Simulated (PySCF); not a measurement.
**C$_{2}$H$_{7}$ClOSi$_{3}$: density, localisation and related maps**

The calculation's input:

```
{"job": {"kind": "nmr", "xc": "PBE0", "basis": "pcSseg-1"}, "charge": 0, "multiplicity": 1}
Cl     3.638016    -1.327143     0.927611
Si     2.484618     0.109816     0.081932
Si     0.349932    -0.134569     0.890653
C     -0.790513    -1.324199    -0.042498
C     -1.793690    -0.705517    -0.667407
Si    -1.791655     1.166635    -0.439341
O     -0.435456     1.251277     0.477085
H      2.648851    -0.061926    -1.368502
H      3.155436     1.374612     0.402407
H      0.149863    -0.290610     2.338443
H     -0.665512    -2.398500    -0.084282
H     -2.531932    -1.250563    -1.240415
H     -1.514170     1.921993    -1.655498
H     -2.904465     1.668221     0.357645
```

Command:

```sh
OMP_NUM_THREADS=1 python probes_run.py task.json out
```

Geometry: GFN2-xTB.

Theory: PySCF 2.14.0, PBE0/pcSseg-1, SCF density, gas phase, non-relativistic.

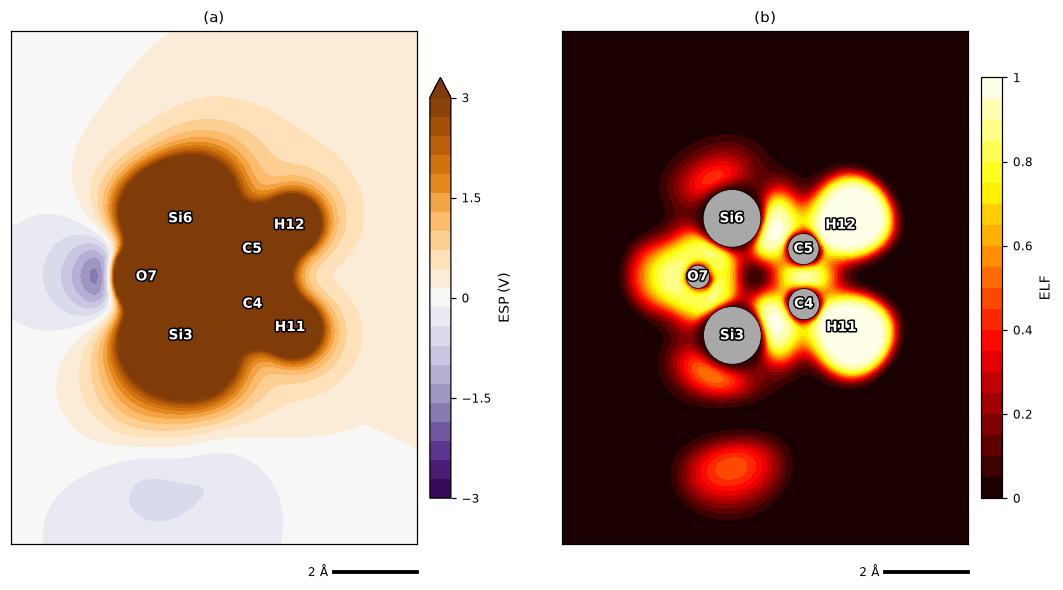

Figure 1. (a) electrostatic potential; (b) electron localisation function on the plane of atoms C4, C5 and H12. Grey discs cover the atomic cores in the ELF map.

### Describe what can be read from this map.

The plane passes through Si, C, O and H nuclei.
C–C (1.33 Å): the ELF peaks at about 0.90 between the atoms: a short, multiple covalent bond.
Si–O (1.64 Å): the ELF peaks at about 0.85 between the atoms: a shared but strongly polarised pair.
C–Si (1.89 Å): the ELF peaks at about 0.95 between the atoms; localised, covalent bonding.
C–H (1.08 Å): the ELF climbs to about 1 towards the hydrogen, as it does in any bond to H; an ordinary covalent bond to hydrogen.
The ELF also peaks beside O7, away from the bonds: lone-pair regions.
Outside the dense part of the molecule the potential is most negative (−1.6 V) near O7.

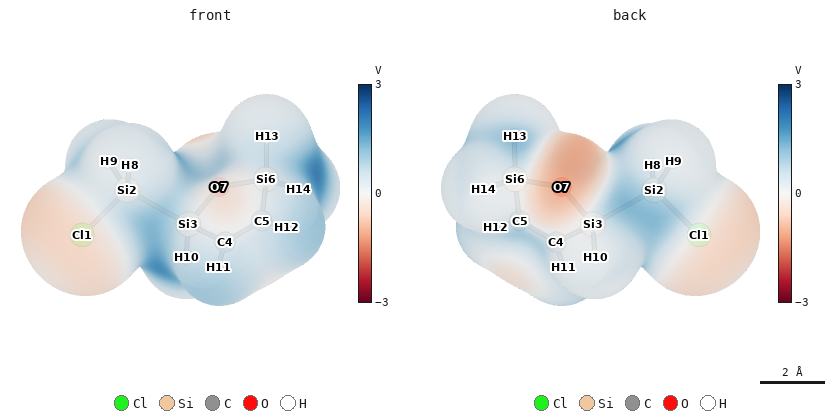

Figure 2. The molecular electrostatic potential painted on the density surface at 0.002 e/bohr³, seen from the front and from behind; red is negative and blue positive.

### Where is the surface potential most negative and most positive?

The most negative region (about −1.1 V) lies over O7, the most positive (about +2.0 V) over Si6. O7 is the likeliest acceptor of a hydrogen bond.
